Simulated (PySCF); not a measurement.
# A diatomic session: SiCl, part 1 of 2

What are the lowest state that PBE0 finds, the bond length, vibrational wavenumber and bond energy of SiCl, and how much do these hang on the method?

Computed with PySCF 2.14.0. Level: Si x2c-TZVPPall, Cl x2c-TZVPPall, spin-free X2C with a Gaussian nucleus.

## Step 1: Input

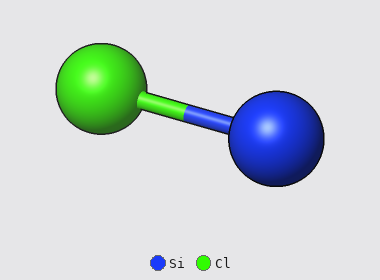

The two atoms at the starting distance (silicon blue, chlorine green).

The job is set up so:

```
atoms                         : Si, Cl
charge                        : 0
basis                         : Si x2c-TZVPPall, Cl x2c-TZVPPall
Hamiltonian                   : spin-free X2C with a Gaussian nucleus
basis functions               : 84
electrons treated             : 31
masses in u                   : 27.9769, 34.9689
levels                        : PBE0, PBE, r²SCAN, MN15, BP86, PBEsol, TPSS, CAM-B3LYP, HF, MP2, SCS-MP2, CCSD, CCSD(T)
grid                          : 80 radial by 434 angular points
occupations                   : held fixed by the projection of orbital angular momentum
dissociation limit            : Si + Cl, each in its ground configuration
starting distance in angstrom : 2.085
values of 2S to try           : 1, 3
```

Launch:

```sh
OMP_NUM_THREADS=1 python dia.py task.json out
```

After the search, every level is run at each distance in turn; below they are sorted by level.

## Step 2: Search for the lowest state

At the starting distance of 2.085 Å the search finds these solutions (others can lie among them):

```
2Ms+1   unpaired          term  E (eV)  ⟨S²⟩  ⟨Lz²⟩  μ (D)
    2        π ↑            ²Π    0.00  0.76   1.01  -0.89
    4  σ ↑, π ↑↑           ⁴Σ⁻    2.97  3.75   0.00  -0.82
    2        σ ↑           ²Σ⁺    3.21  0.75   0.00  -0.43
    2  σ ↑, π ↑↓  not assigned    3.97  1.76   2.03  -0.34
    2  σ ↓, π ↑↑  not assigned    4.27  1.77   0.00   0.07
    4      π ↑↑↑            ⁴Π    5.20  3.77   1.01   3.54
    4  σ ↑↑, π ↑            ⁴Π    6.07  3.76   1.00  -0.29
    4  σ ↑, π ↑↑  not assigned    7.84  3.76   2.02   3.61
    4  σ ↑, π ↑↑  not assigned    8.08  3.76   2.02   3.62
```

A term symbol stands only where ⟨S²⟩ and ⟨Lz²⟩ are near those of a pure state. A positive dipole means Si(−)Cl(+).

The most promising solutions are followed along the bond (rough minima from three points):

```
2Ms+1   unpaired  R at minimum (Å)  energy at minimum (eV)
    2        π ↑              2.07                    0.00
    4  σ ↑, π ↑↑              2.07                    2.97
```

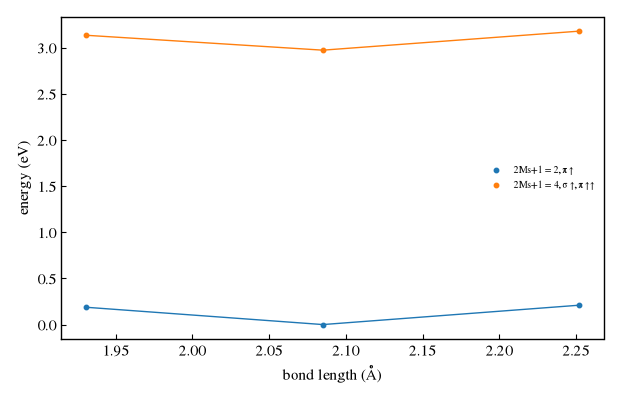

The followed solutions along the bond.

The search made 9 SCF attempts at the starting distance; with the short scans it took 17 s of wall time (1 thread of Arm Neoverse V2, shared host).

## Step 3: The PBE0 curve of the state that the search chose

State followed: ²Π (doublet), unpaired electrons π ↑. The scan is laid around 2.074 Å.

Output of the SCF at 2.074 Å:

```text
******** <class 'pyscf.dft.uks_symm.SymAdaptedUKS'> ********
method = SymAdaptedUKS
initial guess = minao
damping factor = 0
level_shift factor = 0
DIIS = <class 'pyscf.scf.diis.CDIIS'>
diis_start_cycle = 1
diis_space = 10
diis_damp = 0
SCF conv_tol = 1e-09
SCF conv_tol_grad = None
SCF max_cycles = 60
direct_scf = False
max_memory 2100 MB (current use 369 MB)
number electrons alpha = 16  beta = 15
XC library pyscf.dft.libxc version 7.0.0
    S. Lehtola, C. Steigemann, M. J.T. Oliveira, and M. A.L. Marques.,  SoftwareX 7, 1–5 (2018)
XC functionals = PBE0
    C. Adamo and V. Barone.,  J. Chem. Phys. 110, 6158 (1999)
    M. Ernzerhof and G. E. Scuseria.,  J. Chem. Phys. 110, 5029 (1999)
small_rho_cutoff = 0
Overwritten attributes  get_occ get_hcore get_k get_jk get_j  of <class 'pyscf.dft.uks_symm.SymAdaptedUKS'>
<class 'pyscf.dft.uks_symm.SymAdaptedUKS'> does not have attributes  refdm
Set gradient conv threshold to 3.16228e-05
init E= -751.443371028005
cycle= 1 E= -751.439211081325  delta_E= 0.00416  |g|= 0.00475  |ddm|= 0.0108
cycle= 2 E= -751.439205177922  delta_E= 5.9e-06  |g|= 0.0063  |ddm|= 0.0115
cycle= 3 E= -751.439226920743  delta_E= -2.17e-05  |g|= 0.00071  |ddm|= 0.00593
cycle= 4 E= -751.439227104428  delta_E= -1.84e-07  |g|= 0.000199  |ddm|= 0.000575
cycle= 5 E= -751.439227129949  delta_E= -2.55e-08  |g|= 2.85e-05  |ddm|= 0.000211
cycle= 6 E= -751.439227130563  delta_E= -6.14e-10  |g|= 6.67e-06  |ddm|= 3.85e-05
Extra cycle  E= -751.4392271306  delta_E= -3.66e-11  |g|= 5.6e-06  |ddm|= 1.21e-05
converged SCF energy = -751.4392271306  <S^2> = 0.75756204  2S+1 = 2.0075478
```

Points of the scan, energies from the lowest:

```
 R (Å)  E (eV)  μ (D)  Mulliken charge of Si (e)  Mayer bond order  ⟨S²⟩  HOMO (eV)  LUMO (eV)
1.7836  1.0437   0.92                      -0.01              1.49  0.76      -4.48      -2.38
1.8666  0.4534   0.44                       0.06              1.43  0.76      -4.69      -2.57
1.9496  0.1364  -0.06                       0.12              1.36  0.76      -4.89      -2.76
2.0118  0.0275  -0.44                       0.16              1.31  0.76      -5.04      -2.89
2.0740  0.0000  -0.82                       0.19              1.27  0.76      -5.18      -3.02
2.1362  0.0341  -1.21                       0.23              1.23  0.76      -5.32      -3.15
2.2192  0.1496  -1.72                       0.27              1.18  0.76      -5.50      -3.32
2.3229  0.3698  -2.35                       0.31              1.12  0.76      -5.72      -3.51
2.4473  0.6986  -3.08                       0.35              1.06  0.76      -5.96      -3.74
2.6132  1.1837  -4.01                       0.39              1.00  0.76      -6.26      -4.02
```

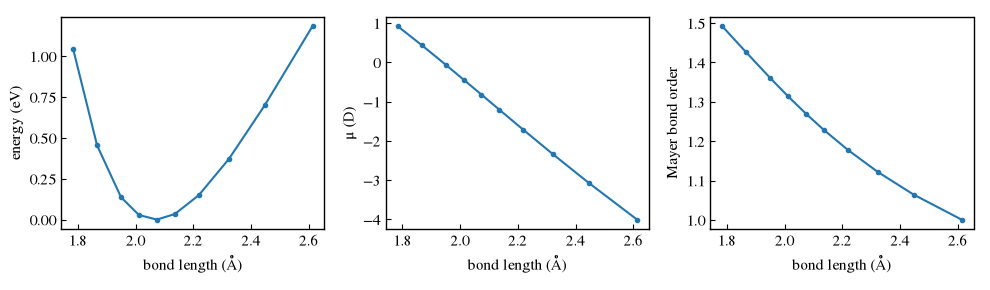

The PBE0 energy and properties against bond length.

Constants from the curve: Re = 2.068 Å, ωe = 534 cm⁻¹, ωexe = 2.09 cm⁻¹, αe = 0.00152 cm⁻¹, Be = 0.2537 cm⁻¹, De = 4.44 eV, μ = -0.79 D.

Orbitals nearest the gap at 2.074 Å:

```
spin  orbital  ε (eV)  filled                          made of
   β        σ  -23.38     yes                        Cl s 90 %
   α        σ  -13.85     yes             Si s 53 %, Cl p 39 %
   β        σ  -13.29     yes             Cl p 47 %, Si s 44 %
   α        π  -10.07     yes             Cl p 87 %, Si p 10 %
   α        π   -9.98     yes                        Cl p 89 %
   β        π   -9.95     yes                        Cl p 90 %
   β        π   -9.69     yes                        Cl p 92 %
   α        σ   -9.32     yes  Si s 39 %, Cl p 38 %, Si p 22 %
   β        σ   -8.80     yes  Si s 48 %, Cl p 30 %, Si p 21 %
   α        π   -5.18     yes              Si p 89 %, Cl p 9 %
   α        π   -3.02      no                        Si p 92 %
   β        π   -2.73      no                        Si p 92 %
   β        π   -1.75      no                        Si p 94 %
   α        σ    0.04      no              Si p 84 %, Cl p 9 %
```

Polarisability there: 52.1 bohr³ along the bond, 32.0 across it. Without diffuse functions these come out too small, above all across the bond.

## Step 4: Orbitals, density and potential

The fields below are evaluated on a grid from the run's orbitals.

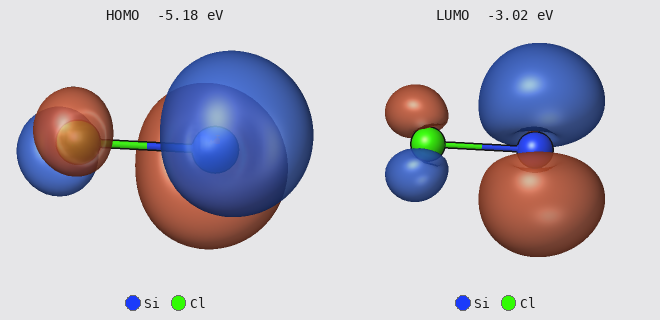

PBE0 orbitals (alpha spin) near the gap, drawn at the value that encloses 70 % of each; the two colours are the two signs.

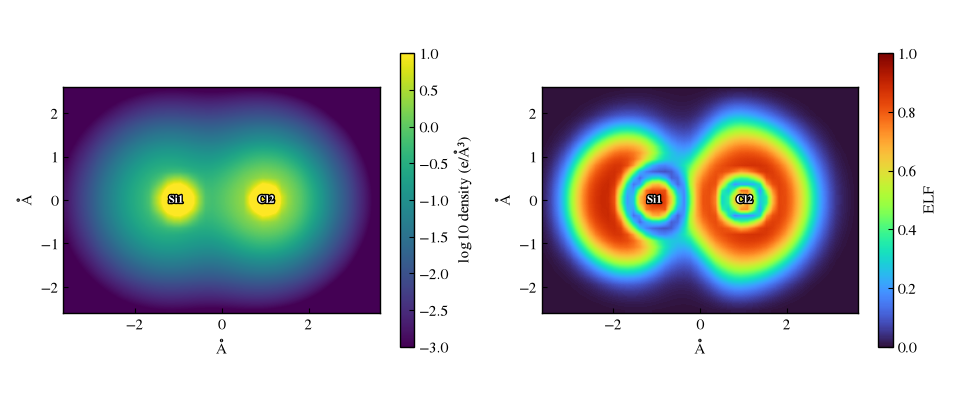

Density (left) and ELF (right) in a plane through or near 2 of the atoms.

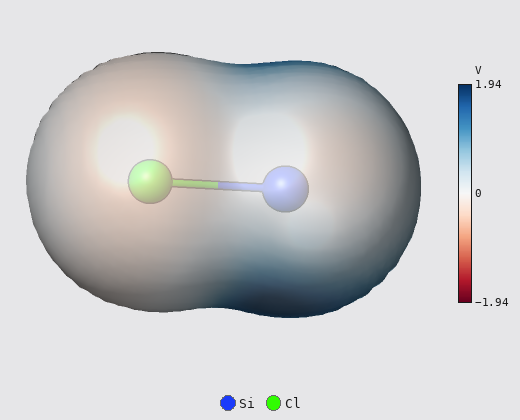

The potential that a unit positive charge feels on the 0.002 e/bohr³ surface, from the 1st to the 99th percentile, from -0.35 V near Cl2 to 1.94 V near Si1.

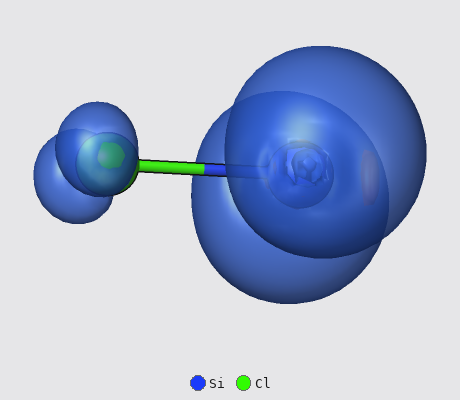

Spin density at ±0.03 e/Å³ (alpha excess blue, beta excess red).

## Step 5: Higher solutions at PBE0

State 2: ⁴Σ⁻ (quartet), unpaired electrons σ ↑, π ↑↑, an excited solution.

Log of the SCF at 2.074 Å:

```text
[... 13 set-up lines left out, the same as in an earlier log ...]
max_memory 2100 MB (current use 427 MB)
number electrons alpha = 17  beta = 14
[... 7 set-up lines left out, the same as in an earlier log ...]
init E= -751.334467792505
cycle= 1 E= -751.330058083611  delta_E= 0.00441  |g|= 0.00389  |ddm|= 0.00955
cycle= 2 E= -751.330059032499  delta_E= -9.49e-07  |g|= 0.00436  |ddm|= 0.00763
cycle= 3 E= -751.330068013352  delta_E= -8.98e-06  |g|= 0.000531  |ddm|= 0.00374
cycle= 4 E= -751.330068141316  delta_E= -1.28e-07  |g|= 0.000267  |ddm|= 0.000659
cycle= 5 E= -751.330068198111  delta_E= -5.68e-08  |g|= 6.08e-05  |ddm|= 0.000354
cycle= 6 E= -751.330068206129  delta_E= -8.02e-09  |g|= 1.48e-05  |ddm|= 0.000214
cycle= 7 E= -751.330068206397  delta_E= -2.68e-10  |g|= 2.02e-06  |ddm|= 3.87e-05
Extra cycle  E= -751.330068206401  delta_E= -3.98e-12  |g|= 1.24e-06  |ddm|= 3.94e-06
converged SCF energy = -751.330068206401  <S^2> = 3.7522767  2S+1 = 4.0011382
```

Re = 2.060 Å, ωe = 528 cm⁻¹, ωexe = 3.55 cm⁻¹, αe = 0.00192 cm⁻¹, Be = 0.2557 cm⁻¹, μ = -0.74 D. Its minimum lies 2.97 eV above that of the lowest state.

Energy (eV) from the lowest point of the lowest state:

```
R (Å)  lowest  state 2
1.784   1.044    3.962
1.867   0.453    3.386
1.950   0.136    3.086
2.012   0.028    2.989
2.074   0.000    2.970
2.136   0.034    3.010
2.219   0.150    3.122
2.323   0.370    3.318
2.447   0.699    3.577
2.613   1.184    3.889
```

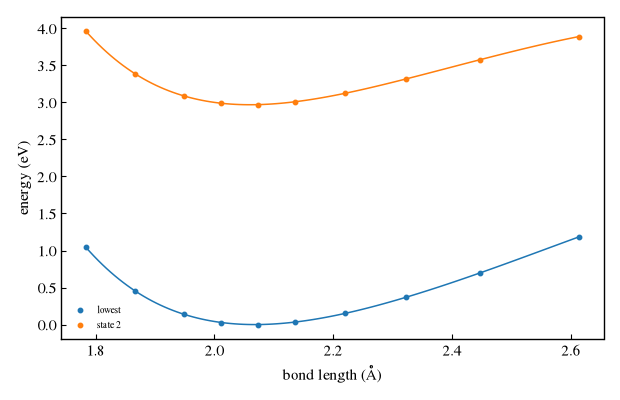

PBE0 curves of the followed states.

## Step 6: PBE

The SCF at the reference distance, 2.074 Å, printed:

```text
[... 17 set-up lines left out, the same as in an earlier log ...]
XC functionals = PBE
    J. P. Perdew, K. Burke, and M. Ernzerhof.,  Phys. Rev. Lett. 77, 3865 (1996)
    J. P. Perdew, K. Burke, and M. Ernzerhof.,  Phys. Rev. Lett. 78, 1396 (1997)
    J. P. Perdew, K. Burke, and M. Ernzerhof.,  Phys. Rev. Lett. 77, 3865 (1996)
    J. P. Perdew, K. Burke, and M. Ernzerhof.,  Phys. Rev. Lett. 78, 1396 (1997)
[... 2 set-up lines left out, the same as in an earlier log ...]
init E= -751.383052257235
cycle= 1 E= -751.38456544718  delta_E= -0.00151  |g|= 0.0224  |ddm|= 0.0682
cycle= 2 E= -751.383501342205  delta_E= 0.00106  |g|= 0.0471  |ddm|= 0.0667
cycle= 3 E= -751.384896218219  delta_E= -0.00139  |g|= 0.00226  |ddm|= 0.0431
cycle= 4 E= -751.384897812923  delta_E= -1.59e-06  |g|= 0.000301  |ddm|= 0.00226
cycle= 5 E= -751.384897860085  delta_E= -4.72e-08  |g|= 0.000207  |ddm|= 0.00055
cycle= 6 E= -751.384897887187  delta_E= -2.71e-08  |g|= 5.23e-05  |ddm|= 0.000267
cycle= 7 E= -751.384897889022  delta_E= -1.83e-09  |g|= 2.13e-05  |ddm|= 8.68e-05
cycle= 8 E= -751.38489788935  delta_E= -3.27e-10  |g|= 1.94e-06  |ddm|= 2.82e-05
Extra cycle  E= -751.384897889351  delta_E= -1.93e-12  |g|= 2.4e-06  |ddm|= 5.46e-06
converged SCF energy = -751.384897889351  <S^2> = 0.75518551  2S+1 = 2.0051788
```

Re = 2.085 Å, ωe = 514 cm⁻¹, ωexe = 2.09 cm⁻¹, αe = 0.00155 cm⁻¹, Be = 0.2494 cm⁻¹, De = 4.60 eV, μ = -0.72 D.

## Step 7: r²SCAN (meta-GGA)

Log of the SCF at 2.074 Å:

```text
[... 13 set-up lines left out, the same as in an earlier log ...]
max_memory 2100 MB (current use 428 MB)
[... 3 set-up lines left out, the same as in an earlier log ...]
XC functionals = R2SCAN
    J. W. Furness, A. D. Kaplan, J. Ning, J. P. Perdew, and J. Sun.,  J. Phys. Chem. Lett. 11, 8208-8215 (2020)
    J. W. Furness, A. D. Kaplan, J. Ning, J. P. Perdew, and J. Sun.,  J. Phys. Chem. Lett. 11, 9248-9248 (2020)
    J. W. Furness, A. D. Kaplan, J. Ning, J. P. Perdew, and J. Sun.,  J. Phys. Chem. Lett. 11, 8208-8215 (2020)
    J. W. Furness, A. D. Kaplan, J. Ning, J. P. Perdew, and J. Sun.,  J. Phys. Chem. Lett. 11, 9248-9248 (2020)
[... 2 set-up lines left out, the same as in an earlier log ...]
init E= -751.648954946206
cycle= 1 E= -751.64960667676  delta_E= -0.000652  |g|= 0.0119  |ddm|= 0.0654
cycle= 2 E= -751.64947191847  delta_E= 0.000135  |g|= 0.0188  |ddm|= 0.0297
cycle= 3 E= -751.649690916124  delta_E= -0.000219  |g|= 0.00226  |ddm|= 0.0192
cycle= 4 E= -751.649693081384  delta_E= -2.17e-06  |g|= 0.00101  |ddm|= 0.00239
cycle= 5 E= -751.649693630674  delta_E= -5.49e-07  |g|= 0.000263  |ddm|= 0.000916
cycle= 6 E= -751.64969371341  delta_E= -8.27e-08  |g|= 4.41e-05  |ddm|= 0.000605
cycle= 7 E= -751.649693714824  delta_E= -1.41e-09  |g|= 1.34e-05  |ddm|= 7.07e-05
cycle= 8 E= -751.64969371497  delta_E= -1.46e-10  |g|= 1.81e-06  |ddm|= 2.15e-05
Extra cycle  E= -751.649693714972  delta_E= -2.39e-12  |g|= 2e-06  |ddm|= 4.72e-06
converged SCF energy = -751.649693714972  <S^2> = 0.76092014  2S+1 = 2.0108905
```

Re = 2.071 Å, ωe = 528 cm⁻¹, ωexe = 2.15 cm⁻¹, αe = 0.00157 cm⁻¹, Be = 0.2529 cm⁻¹, De = 4.49 eV, μ = -0.67 D.

## Step 8: MN15 (hybrid meta-GGA)

Output of the SCF at 2.074 Å:

```text
[... 17 set-up lines left out, the same as in an earlier log ...]
XC functionals = MN15
    H. S. Yu, X. He, S. L. Li, and D. G. Truhlar.,  Chem. Sci. 7, 5032-5051 (2016)
    H. S. Yu, X. He, S. L. Li, and D. G. Truhlar.,  Chem. Sci. 7, 5032-5051 (2016)
[... 2 set-up lines left out, the same as in an earlier log ...]
init E= -751.729816607708
cycle= 1 E= -751.763515841793  delta_E= -0.0337  |g|= 0.0551  |ddm|= 0.241
cycle= 2 E= -751.763407858396  delta_E= 0.000108  |g|= 0.0482  |ddm|= 0.0717
cycle= 3 E= -751.764212568214  delta_E= -0.000805  |g|= 0.00763  |ddm|= 0.0409
cycle= 4 E= -751.764240909549  delta_E= -2.83e-05  |g|= 0.00135  |ddm|= 0.0077
cycle= 5 E= -751.764241860211  delta_E= -9.51e-07  |g|= 0.000381  |ddm|= 0.00167
cycle= 6 E= -751.76424199975  delta_E= -1.4e-07  |g|= 0.000132  |ddm|= 0.000592
cycle= 7 E= -751.764242024945  delta_E= -2.52e-08  |g|= 3.5e-05  |ddm|= 0.000317
cycle= 8 E= -751.764242026709  delta_E= -1.76e-09  |g|= 9.45e-06  |ddm|= 8.06e-05
cycle= 9 E= -751.764242026841  delta_E= -1.31e-10  |g|= 1.47e-06  |ddm|= 2.34e-05
Extra cycle  E= -751.764242026844  delta_E= -2.96e-12  |g|= 1.19e-06  |ddm|= 2.94e-06
converged SCF energy = -751.764242026844  <S^2> = 0.75320865  2S+1 = 2.0032061
```

Re = 2.052 Å, ωe = 542 cm⁻¹, ωexe = 2.27 cm⁻¹, αe = 0.00159 cm⁻¹, Be = 0.2575 cm⁻¹, De = 4.51 eV, μ = -0.87 D.

## Step 9: BP86 (GGA)

Output of the SCF at 2.074 Å:

```text
[... 17 set-up lines left out, the same as in an earlier log ...]
XC functionals = B88,P86
    A. D. Becke.,  Phys. Rev. A 38, 3098 (1988)
    J. P. Perdew.,  Phys. Rev. B 33, 8822 (1986)
[... 2 set-up lines left out, the same as in an earlier log ...]
init E= -751.791978276906
cycle= 1 E= -751.793898079102  delta_E= -0.00192  |g|= 0.0185  |ddm|= 0.0772
cycle= 2 E= -751.793038092066  delta_E= 0.00086  |g|= 0.0419  |ddm|= 0.0623
cycle= 3 E= -751.794164444507  delta_E= -0.00113  |g|= 0.00249  |ddm|= 0.0373
cycle= 4 E= -751.79416966432  delta_E= -5.22e-06  |g|= 0.00037  |ddm|= 0.00403
cycle= 5 E= -751.79416962718  delta_E= 3.71e-08  |g|= 0.000189  |ddm|= 0.000558
cycle= 6 E= -751.794169646183  delta_E= -1.9e-08  |g|= 6.74e-05  |ddm|= 0.000249
cycle= 7 E= -751.794169648813  delta_E= -2.63e-09  |g|= 1.76e-05  |ddm|= 8.28e-05
cycle= 8 E= -751.794169648971  delta_E= -1.58e-10  |g|= 1.8e-06  |ddm|= 1.97e-05
Extra cycle  E= -751.794169648976  delta_E= -4.32e-12  |g|= 1.34e-06  |ddm|= 4.05e-06
converged SCF energy = -751.794169648976  <S^2> = 0.754699  2S+1 = 2.0046935
```

Re = 2.089 Å, ωe = 508 cm⁻¹, ωexe = 2.09 cm⁻¹, αe = 0.00155 cm⁻¹, Be = 0.2485 cm⁻¹, De = 4.57 eV, μ = -0.77 D.

## Step 10: PBEsol

The SCF at the reference distance, 2.074 Å, printed:

```text
[... 13 set-up lines left out, the same as in an earlier log ...]
max_memory 2100 MB (current use 429 MB)
[... 3 set-up lines left out, the same as in an earlier log ...]
XC functionals = PBEsol
    J. P. Perdew, A. Ruzsinszky, G. I. Csonka, O. A. Vydrov, G. E. Scuseria, L. A. Constantin, X. Zhou, and K. Burke.,  Phys. Rev. Lett. 100, 136406 (2008)
    J. P. Perdew, A. Ruzsinszky, G. I. Csonka, O. A. Vydrov, G. E. Scuseria, L. A. Constantin, X. Zhou, and K. Burke.,  Phys. Rev. Lett. 100, 136406 (2008)
[... 2 set-up lines left out, the same as in an earlier log ...]
init E= -750.151314940269
cycle= 1 E= -750.153463050089  delta_E= -0.00215  |g|= 0.0407  |ddm|= 0.0819
cycle= 2 E= -750.151374956132  delta_E= 0.00209  |g|= 0.0689  |ddm|= 0.0892
cycle= 3 E= -750.154090105846  delta_E= -0.00272  |g|= 0.011  |ddm|= 0.069
cycle= 4 E= -750.154148645109  delta_E= -5.85e-05  |g|= 0.000487  |ddm|= 0.00936
cycle= 5 E= -750.154148760991  delta_E= -1.16e-07  |g|= 0.000226  |ddm|= 0.0011
cycle= 6 E= -750.154148806636  delta_E= -4.56e-08  |g|= 6e-05  |ddm|= 0.000432
cycle= 7 E= -750.154148809622  delta_E= -2.99e-09  |g|= 2.58e-05  |ddm|= 9.89e-05
cycle= 8 E= -750.154148809977  delta_E= -3.55e-10  |g|= 3.2e-06  |ddm|= 2.66e-05
Extra cycle  E= -750.15414880998  delta_E= -3.52e-12  |g|= 3.23e-06  |ddm|= 5.53e-06
converged SCF energy = -750.15414880998  <S^2> = 0.75416888  2S+1 = 2.0041645
```

Re = 2.073 Å, ωe = 525 cm⁻¹, ωexe = 2.09 cm⁻¹, αe = 0.00154 cm⁻¹, Be = 0.2524 cm⁻¹, De = 4.86 eV, μ = -0.64 D.

## Step 11: TPSS (meta-GGA)

Output of the SCF at 2.074 Å:

```text
[... 17 set-up lines left out, the same as in an earlier log ...]
XC functionals = TPSS
    J. Tao, J. P. Perdew, V. N. Staroverov, and G. E. Scuseria.,  Phys. Rev. Lett. 91, 146401 (2003)
    J. P. Perdew, J. Tao, V. N. Staroverov, and G. E. Scuseria.,  J. Chem. Phys. 120, 6898 (2004)
    J. Tao, J. P. Perdew, V. N. Staroverov, and G. E. Scuseria.,  Phys. Rev. Lett. 91, 146401 (2003)
    J. P. Perdew, J. Tao, V. N. Staroverov, and G. E. Scuseria.,  J. Chem. Phys. 120, 6898 (2004)
[... 2 set-up lines left out, the same as in an earlier log ...]
init E= -751.749857481533
cycle= 1 E= -751.750434898951  delta_E= -0.000577  |g|= 0.00955  |ddm|= 0.0604
cycle= 2 E= -751.750254545485  delta_E= 0.00018  |g|= 0.0196  |ddm|= 0.0329
cycle= 3 E= -751.750507479589  delta_E= -0.000253  |g|= 0.00135  |ddm|= 0.0187
cycle= 4 E= -751.750508511285  delta_E= -1.03e-06  |g|= 0.000508  |ddm|= 0.00218
cycle= 5 E= -751.750508605144  delta_E= -9.39e-08  |g|= 0.000197  |ddm|= 0.000509
cycle= 6 E= -751.750508631512  delta_E= -2.64e-08  |g|= 2.56e-05  |ddm|= 0.000232
cycle= 7 E= -751.750508632215  delta_E= -7.03e-10  |g|= 9.37e-06  |ddm|= 5.06e-05
Extra cycle  E= -751.750508632228  delta_E= -1.25e-11  |g|= 1.17e-05  |ddm|= 2.05e-05
converged SCF energy = -751.750508632228  <S^2> = 0.75788375  2S+1 = 2.0078683
```

Re = 2.084 Å, ωe = 514 cm⁻¹, ωexe = 2.09 cm⁻¹, αe = 0.00155 cm⁻¹, Be = 0.2497 cm⁻¹, De = 4.49 eV, μ = -0.72 D. 21 s of CPU time for 12 points, integrals apart.

## Step 12: CAM-B3LYP

Output of the SCF at 2.074 Å:

```text
[... 17 set-up lines left out, the same as in an earlier log ...]
XC functionals = CAMB3LYP
    T. Yanai, D. P. Tew, and N. C. Handy.,  Chem. Phys. Lett. 393, 51 (2004)
[... 2 set-up lines left out, the same as in an earlier log ...]
init E= -751.734575510342
cycle= 1 E= -751.735984997445  delta_E= -0.00141  |g|= 0.0113  |ddm|= 0.0894
cycle= 2 E= -751.736009272856  delta_E= -2.43e-05  |g|= 0.00886  |ddm|= 0.018
cycle= 3 E= -751.736039485447  delta_E= -3.02e-05  |g|= 0.00128  |ddm|= 0.00741
cycle= 4 E= -751.736040727585  delta_E= -1.24e-06  |g|= 0.000336  |ddm|= 0.00202
cycle= 5 E= -751.736040862488  delta_E= -1.35e-07  |g|= 0.000108  |ddm|= 0.000518
cycle= 6 E= -751.736040894506  delta_E= -3.2e-08  |g|= 4.6e-05  |ddm|= 0.000313
cycle= 7 E= -751.736040898632  delta_E= -4.13e-09  |g|= 1.6e-05  |ddm|= 0.000106
cycle= 8 E= -751.736040899344  delta_E= -7.12e-10  |g|= 5.32e-06  |ddm|= 5.34e-05
Extra cycle  E= -751.736040899388  delta_E= -4.43e-11  |g|= 3.15e-06  |ddm|= 9.81e-06
converged SCF energy = -751.736040899388  <S^2> = 0.75635591  2S+1 = 2.0063458
```

Re = 2.069 Å, ωe = 530 cm⁻¹, ωexe = 2.09 cm⁻¹, αe = 0.00154 cm⁻¹, Be = 0.2534 cm⁻¹, De = 4.34 eV, μ = -0.92 D. 33 s of CPU time for 12 points, integrals apart.

(Continued in part 2 of 2.)
